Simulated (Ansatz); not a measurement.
# KCl (Sylvite, Fm-3m): a volume series of phonon spectra, part 2 of 3

Wanted: mode Grüneisen parameters of KCl (Sylvite) and a free-energy fit over volumes.

What experiment has found for this phase:
- volume expansion coefficient 111.3 1e-6/K and heat capacity C_P per formula unit 51.7 J/mol/K near room temperature (given in “High-Throughput Prediction of Finite-Temperature Properties using the Quasi-Harmonic Approximation”, 2016, arXiv:1603.06924)
- volume expansion coefficient 114.9 1e-6/K near room temperature (given in “Descriptors for thermal expansion in solids”, 2017, arXiv:1701.03966)

Ansatz 0.2.0; DFT LDA, scalar-relativistic, plane waves, PAW.

So far. Step 2 (Probe on a coarse mesh): The start is under -2.0 GPa at this level and looks like an insulator or semiconductor on this mesh. Step 5 (Relaxing to small residual forces and stress): The residual pressure is -0.0094 GPa, small enough for phonons.

## 6. Phonons, V/V0 1

Phonons at this volume give one point of F(V, T); meshes stay fixed along the series.

The input, input.yaml:

```yaml
crystal:
  lattice:
    - [0.0, 3.0385007383, 3.0385007383]
    - [3.0385007383, 0.0, 3.0385007383]
    - [3.0385007383, 3.0385007383, 0.0]
  atoms:
    - { symbol: K, position: [0.0, 0.0, 0.0] }
    - { symbol: Cl, position: [0.5, 0.5, 0.5] }
kpoints:
  mp_grid: { grid: [8, 8, 8] }
hamiltonian:
  xc: lda
scf:
  occupations: { method: fixed }
output:
  eigenvalues: true
phonons:
  method: dfpt
  dielectric: true
  rigid_motions: translations
  qmesh: [4, 4, 4]
  temperatures: { t_max: 1000, t_step: 50 }
  qpath:
    path:
      - [[0.0, 0.0, 0.0], [0.5, 0.0, 0.5], [0.625, 0.25, 0.625]]
      - [[0.375, 0.375, 0.75], [0.0, 0.0, 0.0], [0.5, 0.5, 0.5], [0.5, 0.25, 0.75], [0.5, 0.0, 0.5]]
    npoints: 10
```

Command:

```console
> ansatz run input.yaml --threads 4 --pin off --max-ram 16384MiB --backend cpu --events-out ev --progress --plain --runs-dir out
```

Numbers of over 12 decimals in the logs are rounded to 6 here.

Output:

```text
[...]
Crystal: 2 atoms, lattice volume = 56.106 Å³
Basis set: ecut = 420 eV, 1067 PW (Γ), exchange–correlation on 60×60×60 points (8 copies of the dense FFT grid, shifted against one another)
Bands: 12, of which v1, the nominal top of the filled ones, is band 8 counted from 1 (7 counted from 0)
Symmetry: 48 space group operations
k-points: 59 of 512 (irreducible under 8 space group operations, time reversal used)
[...]
SCF iter   1: F=—  HF=-2544.300510 eV  |F-HF|=—  |Δ(HF+E_count)|=         —  Δρ=6.63e-3  dr2=2.40e-2  ethr=1.77e-3  ⟨swp⟩=4.9  Hψ=3868  notcnv=0  defer=113
[...]
SCF iter   7: F=-2544.291916 eV  HF=-2544.291916 eV  |F-HF|=9.09e-13  |Δ(HF+E_count)|=  1.56e-10  Δρ=1.15e-7  dr2=3.65e-12  ethr=1.00e-12  ⟨swp⟩=6.8  Hψ=3885  notcnv=0
SCF 1 converged in 7 iterations: F = -2544.291916 eV  dr2 = 3.65e-12
[...]
DFPT response loops at Γ: preconditioner auto → none (the input reference at scf.mixing.eps_inf says where Resta's filter doesn't serve); β = 0.50; Broyden in place of MSR1
NSCF: frozen V_eff on 29 k-points
[...]
SCF converged after 7 iterations
Free energy (F): -2544.291916 eV
[...]
Internal energy: -2544.291916 eV  (E = F + TS)
E sigma→0 (E₀):  -2544.291916 eV
Fermi energy:    1.340231 eV
[...]
--- Band table (eV; the first three rows and the last of 59) ---
  k-point 0: bands = [... 4 lower, -8.9729, 1.3402, 1.3402, 1.3402, 6.4507, 9.4389, 9.4389, 9.4389]
  k-point 1: bands = [... 4 lower, -8.9220, 1.0927, 1.2697, 1.2697, 6.8791, 9.3158, 9.6581, 9.6581]
  k-point 2: bands = [... 4 lower, -8.8057, 0.5883, 1.1075, 1.1075, 7.8266, 9.2751, 10.2810, 10.2810]
  k-point 58: bands = [... 4 lower, -8.8526, 0.7086, 0.7826, 0.7826, 9.1542, 9.1542, 10.9023, 11.3846]
--- Phonons (Γ-DFPT): 2 representative perturbations + reference, on 59 of 512 k-points (Σ response iterations 6) ---
  k mesh reduced under 8 symmetry operations, with k and −k counted as one. Each operation leaves every solved perturbation unchanged. A smaller set is not considered because the run solves the response to a homogeneous field
  ASR residual: 1.036e-4 → 0.000e0 eV/Å²; symmetrization residual: 1.951e-6 eV/Å²
  ASR residual per site (eV/Å²): 1.04e-4 7.33e-6
  Γ frequencies (cm⁻¹): 0.00 0.00 0.00 161.23 161.23 161.23
  ε∞ (high-frequency dielectric tensor):
        2.508301     0.000000     0.000000
        0.000000     2.508301    -0.000000
        0.000000    -0.000000     2.508301
  ε⁰ (static dielectric tensor: ions relaxed, cell fixed):
        4.740830    -0.000000    -0.000000
       -0.000000     4.740830    -0.000000
       -0.000000    -0.000000     4.740830
  ε⁰ − ε∞ (ionic part):
        2.232530    -0.000000    -0.000000
       -0.000000     2.232530    -0.000000
       -0.000000    -0.000000     2.232530
  softest optical mode at Γ: 161.23 cm⁻¹; the repairs (sum rule, projections) moved no ω² at Γ by more than (0.90 cm⁻¹)²
  Born effective charges Z* (e; rows j = field, columns β = displacement):
    site 0:
         1.10917   -0.00000    0.00000
        -0.00000    1.10917   -0.00000
        -0.00000   -0.00000    1.10917
    site 1:
        -1.10917    0.00000    0.00000
         0.00000   -1.10917    0.00000
         0.00000    0.00000   -1.10917
  Z* charge neutrality: 3.589e-5 e pre-enforcement
  k-mesh period / interband length: 34.4 Å / 1.26 Å = 27.26 at k = (0.0000, 0.0000, 0.0000), direct gap 5.110 eV — 14 or more, which is no proof of convergence
  optical modes at Γ without the LO–TO term, one row a degenerate level:
      ω (cm⁻¹)  modes    IR ((D/Å)²/amu)
        161.23      3             4.5798
  optical modes at Γ + LO–TO along q̂ = [1.0000, 0.0000, 0.0000]:
      ω (cm⁻¹)  modes    IR ((D/Å)²/amu)
        161.23      2             3.0532
        221.65      1             1.5266
  optical modes at Γ + LO–TO along q̂ = [0.0000, 1.0000, 0.0000]:
      ω (cm⁻¹)  modes    IR ((D/Å)²/amu)
        161.23      2             3.0532
        221.65      1             1.5266
  optical modes at Γ + LO–TO along q̂ = [0.0000, 0.0000, 1.0000]:
      ω (cm⁻¹)  modes    IR ((D/Å)²/amu)
        161.23      2             3.0532
        221.65      1             1.5266
--- Phonons (arbitrary-q DFPT): 8 irreducible q on the 4×4×4 mesh ---
  q = [0.0000, 0.0000, 0.0000] (star 1, of the zone-centre solve; hermiticity 2.20e-6, symmetrization 1.49e-13): -0.00 0.00 0.00 161.23 161.23 161.23
  q = [0.0000, 0.0000, 0.2500] (star 8, 2 solved perturbations on 288 of 512 k-point pairs; hermiticity 3.00e-7, symmetrization 4.53e-13): 67.79 67.79 89.07 151.66 151.66 207.29
[...]
q = [0.0000, 0.2500, 0.2500] (star 6, 4 solved perturbations in 528 linear systems a pass and spin channel, the states on 164 of 512 k-point pairs; hermiticity 1.52e-6, symmetrization 1.03e-13): 41.09 41.09 124.56 163.54 163.54 174.30
[...]
sum rule: each row above includes the acoustic sum rule's correction from the zone centre's row sums; it moved no ω² by more than (0.85 cm⁻¹)²
  mesh force constants: q→R imaginary residual 5.11e-18; ASR residual 1.036e-4 → 0.000e0 eV/Å²; symmetrization residual 1.332e-15 eV/Å²
  interpolated dispersion: 63 rows × 6 modes
  density of states and harmonic sums: on the 20×20×20 q-mesh, interpolated from the force constants of a 4×4×4 supercell (with the dipole–dipole term)
  largest difference from the sums on the solved wave vectors: F 1.31e-2 eV, S 1.71e-5 and C_V 4.00e-6 eV/K
  zero-point energy: 0.047171 eV/cell   skipped modes (ω ≤ 0): 3   left out of the sums: 6.25e-5 of the cell's modes: C_V's classical limit lies that fraction below 3 k_B per atom; for a crystal, a wire or a layer, F and S can be off by more, and a phonons.interpolated_qmesh denser along its periods is the remedy for the sampling
```

Run time: 49 s. Hardware: 4 threads of Arm Neoverse V2, shared host; peak memory 0.99 GiB.

Numbers from this step:

```
Γ frequencies                            : 0, 0, 0, 161.2, 161.2, 161.2 cm⁻¹ (negative: imaginary)
lowest frequency on the path             : 0 cm⁻¹
zero-point energy                        : 0.04717 eV/cell
point group                              : m-3m
highest frequency                        : 221.7 cm⁻¹
Debye temperature from the second moment : 247 K
```

LO-TO term included. Phonon branches along the path, in cm⁻¹:

```tsv
point	branch 1	branch 2	branch 3	branch 4	branch 5	branch 6
Γ	0	0	0	161	161	222
X	57	57	105	166	166	171
U	82	95	105	154	163	169
jump to K	82	95	105	154	163	169
Γ	0	0	0	161	161	222
L	116	116	125	125	158	167
W	86	86	129	134	168	168
X	57	57	105	166	166	171
```

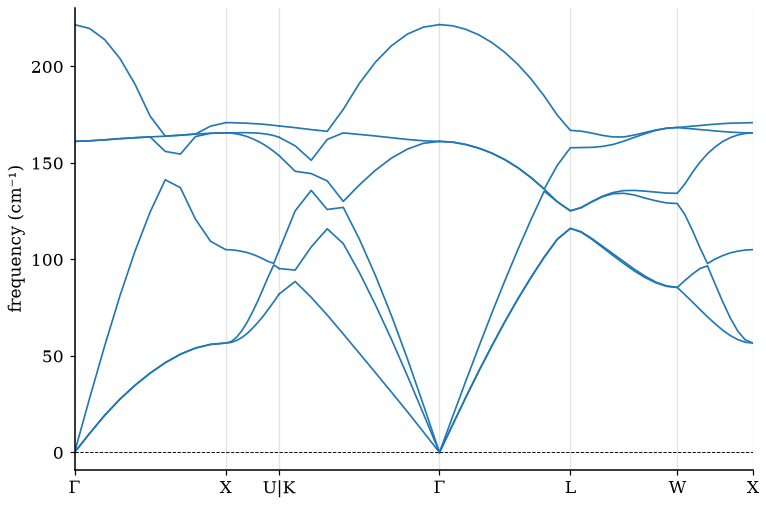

Phonon branches along the path.

The phonon density of states has structure finer than the step of the table below, so its rows give means over 10 cm⁻¹, whole bins alone (the curve runs from 1 to 221 cm⁻¹). Peaks (cm⁻¹: height): 105.0: 0.0428, 127.0: 0.0538, 167.0: 0.177.

Tetrahedra on 20 20 20, mean over bins of 2 cm⁻¹. The phonon density of states by wavenumber; means over each step:

```tsv
wavenumber (cm⁻¹)	phonon density of states (1/cm⁻¹/cell)
10	2.9e-4
20	0.00143
30	0.00368
40	0.00742
50	0.0137
60	0.0249
70	0.0293
80	0.0330
90	0.0371
100	0.0404
110	0.0392
120	0.0285
130	0.0418
140	0.0449
150	0.0537
160	0.0908
170	0.0757
180	0.0130
190	0.00896
200	0.00659
210	0.00444
```

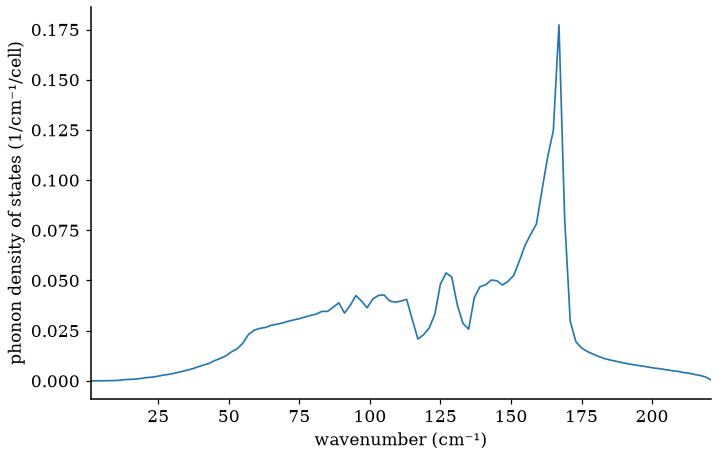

Phonon density of states against wavenumber.

Harmonic. Thermo, by row:

```tsv
T (K)	F_vib (meV/atom)	S (J/mol-atom/K)	C_V (J/mol-atom/K)
0	23.59	0	0
50	22.84	4.856	9.882
100	17.66	14.99	18.81
150	7.65	23.3	21.88
200	-6.17	29.79	23.14
250	-23.01	35.03	23.77
300	-42.32	39.39	24.12
350	-63.73	43.13	24.33
400	-86.94	46.39	24.47
450	-111.7	49.27	24.57
500	-138	51.87	24.64
550	-165.4	54.22	24.69
600	-194.1	56.37	24.73
650	-223.8	58.35	24.76
700	-254.6	60.19	24.79
750	-286.2	61.9	24.81
800	-318.7	63.5	24.82
850	-352	65	24.84
900	-386.1	66.42	24.85
950	-420.8	67.77	24.86
1000	-456.3	69.04	24.87
```

The modes has structure finer than the step of the table below, so its rows give means over 10 cm⁻¹, whole bins alone (the curve runs from -10 to 238 cm⁻¹). Peaks (cm⁻¹: height): Cl 95.8: 0.0200, 127.0: 0.0291, 165.9: 0.0675; K 106.7: 0.0257, 165.9: 0.0705.

Phonopy on the run's constants, 17x17x17 mesh, Gaussian sigma 2.0 cm⁻¹. Modes against wavenumber; means over each step; values in 1/cm⁻¹/cell:

```tsv
wavenumber (cm⁻¹)	Cl	K
0	2.8e-5	3.1e-5
10	1.7e-4	1.8e-4
20	7.9e-4	8.7e-4
30	0.00178	0.00196
40	0.00363	0.00397
50	0.00668	0.00732
60	0.0119	0.0130
70	0.0137	0.0152
80	0.0153	0.0173
90	0.0165	0.0195
100	0.0176	0.0232
110	0.0141	0.0241
120	0.0167	0.0145
130	0.0237	0.0180
140	0.0259	0.0176
150	0.0303	0.0237
160	0.0488	0.0440
170	0.0356	0.0379
180	0.00609	0.00681
190	0.00446	0.00464
200	0.00334	0.00330
210	0.00227	0.00215
220	7.9e-4	7.2e-4
230	1.6e-6	1.6e-6
```

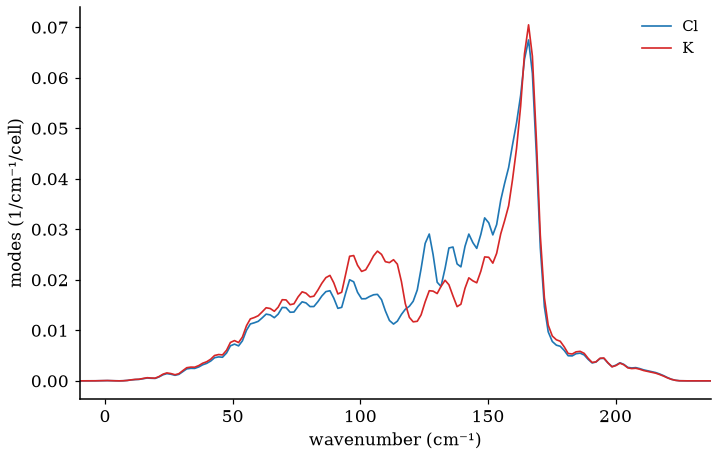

Modes, plotted against wavenumber.

Born charge (rows field, columns displacement) (e), principal values of the symmetric part by kind of site:

```tsv
atom	atoms with these values	low	middle	high	mean
K1	1	1.11	1.11	1.11	1.11
Cl2	1	-1.11	-1.11	-1.11	-1.11
```

In full for K1:

```
1.11 0.00 0.00
0.00 1.11 0.00
0.00 0.00 1.11
```

ε∞:

```
2.51 0.00 0.00
0.00 2.51 0.00
0.00 0.00 2.51
```

No LO-TO term. The modes at Γ (shares of kinetic energy by element, %):

```tsv
mode	frequency (cm⁻¹)	symmetry	K %	Cl %
1	0.0	T1u	52	48
2	0.0	T1u	52	48
3	0.0	T1u	52	48
4	161.2	T1u	48	52
5	161.2	T1u	48	52
6	161.2	T1u	48	52
```

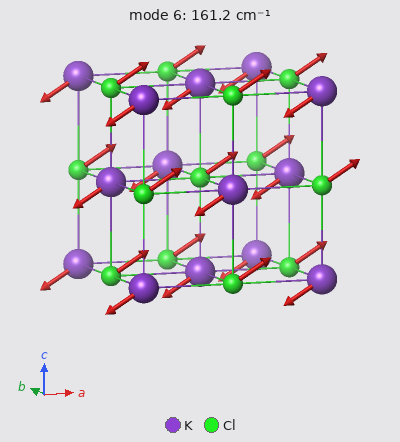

Displacement patterns of mode 6 at Γ; arrows are exaggerated. Some periodic images of atoms are drawn too.

No mode is imaginary beyond numerical noise at the solved wavevectors.

## 7. A cell at another volume, V/V0 1.015

Symmetry fixes every atom, so a single point at the scaled cell gives the energy and pressure of this member.

The cell differs from the one that the last finished run ended in (a 4.297 → 4.318 Å, b 4.297 → 4.318 Å, c 4.297 → 4.318 Å).

input.yaml, the sections that differ from step 6:

```yaml
crystal:
  lattice:
    - [0.0, 3.0536179063, 3.0536179063]
    - [3.0536179063, 0.0, 3.0536179063]
    - [3.0536179063, 3.0536179063, 0.0]
  atoms:
    - { symbol: K, position: [0.0, 0.0, 0.0] }
    - { symbol: Cl, position: [0.5, 0.5, 0.5] }
output:
  forces: true
  stress: true
  eigenvalues: true
# kpoints, hamiltonian, scf: as in step 6
# phonons: removed
```

Output:

```text
[...]
Crystal: 2 atoms, lattice volume = 56.947 Å³
Basis set: ecut = 420 eV, 1139 PW (Γ)
Bands: 12, of which v1, the nominal top of the filled ones, is band 8 counted from 1 (7 counted from 0)
Symmetry: 48 space group operations
[...]
k-points: 29 of 512
[...]
SCF iter   1: F=—  HF=-2544.299532 eV  |F-HF|=—  |Δ(HF+E_count)|=         —  Δρ=6.56e-3  dr2=2.39e-2  ethr=1.77e-3  ⟨swp⟩=4.8  Hψ=1882  notcnv=0  defer=55
[...]
SCF iter   6: F=-2544.290941 eV  HF=-2544.290941 eV  |F-HF|=3.80e-10  |Δ(HF+E_count)|=   1.09e-8  Δρ=9.78e-7  dr2=5.81e-10  ethr=2.31e-10  ⟨swp⟩=4.1  Hψ=1801  notcnv=0
SCF 1 converged in 6 iterations: F = -2544.290941 eV  dr2 = 5.81e-10
[...]
SCF converged after 6 iterations
Free energy (F): -2544.290941 eV
[...]
Internal energy: -2544.290941 eV  (E = F + TS)
E sigma→0 (E₀):  -2544.290941 eV
Fermi energy:    1.226562 eV
[...]
--- Stress (GPa, compression-positive) ---
       -0.356637       0.000000       0.000000
       -0.000000      -0.356637       0.000000
        0.000000      -0.000000      -0.356637
  P = ⅓ Tr σ = -0.3566 GPa (-3.566 kbar)
--- Band table (eV; the first three rows and the last of 29) ---
  k-point 0: bands = [... 4 lower, -9.1164, 1.2266, 1.2266, 1.2266, 6.2816, 9.3247, 9.3247, 9.3247]
  k-point 1: bands = [... 4 lower, -9.0675, 0.9848, 1.1586, 1.1586, 6.7043, 9.1998, 9.5407, 9.5407]
  k-point 2: bands = [... 4 lower, -8.9558, 0.4920, 1.0023, 1.0023, 7.6464, 9.1466, 10.1544, 10.1544]
  k-point 28: bands = [... 4 lower, -9.0012, 0.6122, 0.6763, 0.6763, 9.0241, 9.0241, 10.7241, 11.2044]
```

It took 0.86 s on 4 threads; peak memory 0.29 GiB.

This step gave:

| Property | Result |
| --- | --- |
| pressure | -0.3566 GPa |
| gap on the k-mesh | 5.055 eV |
| volume per atom | 28.47 Å³ |

At this level the gap is 5.06 eV on the k-mesh of the self-consistent run, which can miss the band edges.

## 8. Lattice dynamics at this volume, V/V0 1.015

The same q-mesh and k-mesh are kept at every volume, so that much of their error can cancel in the differences.

input.yaml, the sections that differ from step 7:

```yaml
output:
  eigenvalues: true
phonons:
  method: dfpt
  dielectric: true
  rigid_motions: translations
  qmesh: [4, 4, 4]
  temperatures: { t_max: 1000, t_step: 50 }
  qpath:
    path:
      - [[0.0, 0.0, 0.0], [0.5, 0.0, 0.5], [0.625, 0.25, 0.625]]
      - [[0.375, 0.375, 0.75], [0.0, 0.0, 0.0], [0.5, 0.5, 0.5], [0.5, 0.25, 0.75], [0.5, 0.0, 0.5]]
    npoints: 10
# crystal, kpoints, hamiltonian, scf: as in step 7
```

Output:

```text
[...]
Crystal: 2 atoms, lattice volume = 56.947 Å³
Basis set: ecut = 420 eV, 1139 PW (Γ), exchange–correlation on 60×60×60 points (8 copies of the dense FFT grid, shifted against one another)
Bands: 12, of which v1, the nominal top of the filled ones, is band 8 counted from 1 (7 counted from 0)
Symmetry: 48 space group operations
k-points: 59 of 512 (irreducible under 8 space group operations, time reversal used)
[...]
optical modes at Γ + LO–TO along q̂ = [0.0000, 1.0000, 0.0000]:
      ω (cm⁻¹)  modes    IR ((D/Å)²/amu)
        155.72      2             3.0637
        217.43      1             1.5319
  optical modes at Γ + LO–TO along q̂ = [0.0000, 0.0000, 1.0000]:
      ω (cm⁻¹)  modes    IR ((D/Å)²/amu)
        155.72      2             3.0637
        217.43      1             1.5319
--- Phonons (arbitrary-q DFPT): 8 irreducible q on the 4×4×4 mesh ---
[...]
interpolated dispersion: 63 rows × 6 modes
[...]
[key lines of the parts left out:]
SCF converged after 7 iterations
Free energy (F): -2544.290941 eV
Fermi energy:    1.226540 eV
```

Wall time 50 s (4 threads); peak memory 1 GiB.

LO-TO term included. The phonon branches at the labelled points (cm⁻¹):

```tsv
point	branch 1	branch 2	branch 3	branch 4	branch 5	branch 6
Γ	0	0	0	156	156	217
X	58	58	106	160	160	164
U	81	96	104	148	158	163
jump to K	81	96	104	148	158	163
Γ	0	0	0	156	156	217
L	112	112	121	121	155	164
W	86	86	125	131	162	162
X	58	58	106	160	160	164
```

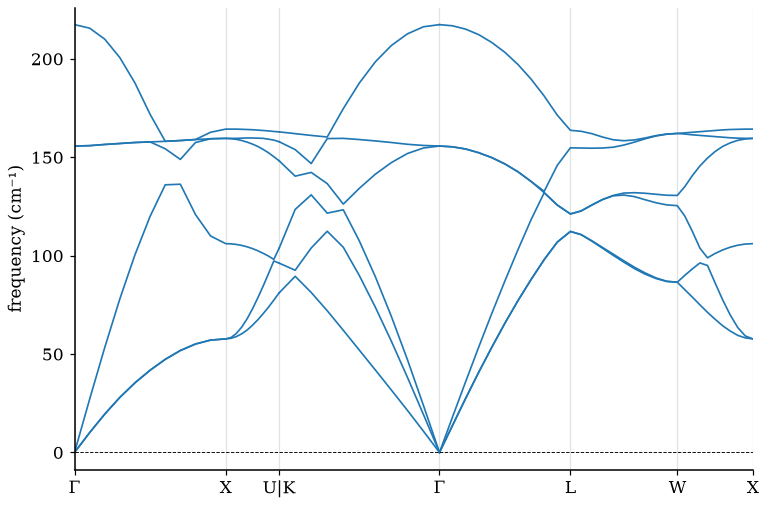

Phonon branches along the path.

No mode is imaginary beyond numerical noise at the solved wavevectors. The highest zone-centre mode (no LO–TO term) moved by -3.4 % for a volume change of +1.5 %.

## 9. Single point at a scaled cell, V/V0 0.985

Symmetry fixes every atom, so a single point at the scaled cell gives the energy and pressure of this member.

The cell differs from the one that the last finished run ended in (a 4.318 → 4.275 Å, b 4.318 → 4.275 Å, c 4.318 → 4.275 Å).

input.yaml, the sections that differ from step 8:

```yaml
crystal:
  lattice:
    - [0.0, 3.0232316327, 3.0232316327]
    - [3.0232316327, 0.0, 3.0232316327]
    - [3.0232316327, 3.0232316327, 0.0]
  atoms:
    - { symbol: K, position: [0.0, 0.0, 0.0] }
    - { symbol: Cl, position: [0.5, 0.5, 0.5] }
output:
  forces: true
  stress: true
  eigenvalues: true
  write_density: true
  write_potential: true
  elf: true
  volumetric_format: npy
# kpoints, hamiltonian, scf: as in step 8
# phonons: removed
```

Output:

```text
[...]
Crystal: 2 atoms, lattice volume = 55.264 Å³
Basis set: ecut = 420 eV, 1067 PW (Γ)
Bands: 12, of which v1, the nominal top of the filled ones, is band 8 counted from 1 (7 counted from 0)
Symmetry: 48 space group operations
[...]
k-points: 29 of 512
[...]
P = ⅓ Tr σ = 0.3706 GPa (3.706 kbar)
--- Band table (eV; the first three rows and the last of 29) ---
  k-point 0: bands = [... 4 lower, -8.8255, 1.4580, 1.4580, 1.4580, 6.6258, 9.5562, 9.5562, 9.5562]
  k-point 1: bands = [... 4 lower, -8.7725, 1.2044, 1.3847, 1.3847, 7.0601, 9.4350, 9.7787, 9.7787]
  k-point 2: bands = [... 4 lower, -8.6513, 0.6880, 1.2164, 1.2164, 8.0124, 9.4078, 10.4111, 10.4111]
  k-point 28: bands = [... 4 lower, -8.6999, 0.8083, 0.8932, 0.8932, 9.2877, 9.2877, 11.0849, 11.5697]
[key lines of the parts left out:]
SCF converged after 6 iterations
Free energy (F): -2544.290981 eV
Fermi energy:    1.458006 eV
```

Elapsed: 0.44 s, on 4 threads; peak memory 0.29 GiB.

The run ends at a pressure of 0.37 GPa.

## 10. Lattice dynamics at this volume, V/V0 0.985

Phonons at this volume give one point of F(V, T); meshes stay fixed along the series.

input.yaml, the sections that differ from step 9:

```yaml
output:
  eigenvalues: true
phonons:
  method: dfpt
  dielectric: true
  rigid_motions: translations
  qmesh: [4, 4, 4]
  temperatures: { t_max: 1000, t_step: 50 }
  qpath:
    path:
      - [[0.0, 0.0, 0.0], [0.5, 0.0, 0.5], [0.625, 0.25, 0.625]]
      - [[0.375, 0.375, 0.75], [0.0, 0.0, 0.0], [0.5, 0.5, 0.5], [0.5, 0.25, 0.75], [0.5, 0.0, 0.5]]
    npoints: 10
# crystal, kpoints, hamiltonian, scf: as in step 9
```

Output:

```text
[...]
Crystal: 2 atoms, lattice volume = 55.264 Å³
Basis set: ecut = 420 eV, 1067 PW (Γ), exchange–correlation on 60×60×60 points (8 copies of the dense FFT grid, shifted against one another)
Bands: 12, of which v1, the nominal top of the filled ones, is band 8 counted from 1 (7 counted from 0)
Symmetry: 48 space group operations
k-points: 59 of 512 (irreducible under 8 space group operations, time reversal used)
[...]
optical modes at Γ + LO–TO along q̂ = [0.0000, 1.0000, 0.0000]:
      ω (cm⁻¹)  modes    IR ((D/Å)²/amu)
        166.87      2             3.0425
        226.03      1             1.5213
  optical modes at Γ + LO–TO along q̂ = [0.0000, 0.0000, 1.0000]:
      ω (cm⁻¹)  modes    IR ((D/Å)²/amu)
        166.87      2             3.0425
        226.03      1             1.5213
--- Phonons (arbitrary-q DFPT): 8 irreducible q on the 4×4×4 mesh ---
[...]
interpolated dispersion: 63 rows × 6 modes
[...]
[key lines of the parts left out:]
SCF converged after 7 iterations
Free energy (F): -2544.290982 eV
Fermi energy:    1.457991 eV
```

The job ended after 49 s (4 threads; peak memory 0.98 GiB; 3.1 min of CPU time).

No mode is imaginary beyond numerical noise at the solved wavevectors. The highest zone-centre mode (no LO–TO term) moved by +3.5 % for a volume change of -1.5 %.

[end of part 2 of 3]

[Logs are printed without paths, hosts, clocks, repeated set-up lines and the standing remarks that a program may print on its own settings, such as how far it seeks lower states.]

[Hosts, paths, dates, database ids (printed as entryN), source tags and the programs' standing remarks are cut or masked in the printed files.]

[A step with changed settings may run another functional than the one named; its input shows which.]

[Of the runs on displaced cells, only some may be shown.]
